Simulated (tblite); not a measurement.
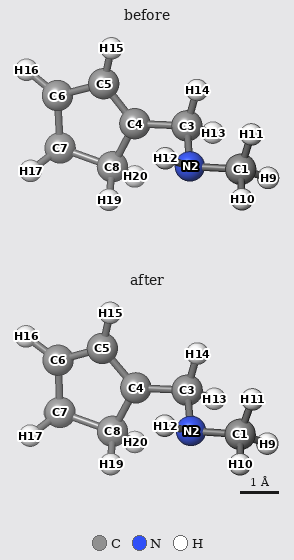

The structure of C7H12N (multiplicity 2) before (top) and after (bottom) a relaxation, at one scale.

A ball-and-stick model, seen at a tilt.

These are results of GFN2-xTB geometry optimisation, gas phase (tblite 0.8.0), not measurements. 

Summarise the run.

Answer. The atom that moves furthest after the best rigid fit is an H atom (0.092 Å). Largest moves by element: H 0.092 Å, N 0.043 Å, C 0.040 Å. Near-neighbour distances that change, for instance: C–C 1.437 → 1.374 Å, C–C 1.353 → 1.381 Å, C–N 1.469 → 1.446 Å, C–C 1.502 → 1.484 Å. Among the angles between lasting bonds that change: N–C–H 110.8° → 106.3°, C–C–H 126.7° → 123.0°, C–C–H 107.4° → 110.1°. After 35 geometry steps the energy has fallen by 15.1 kJ/mol.
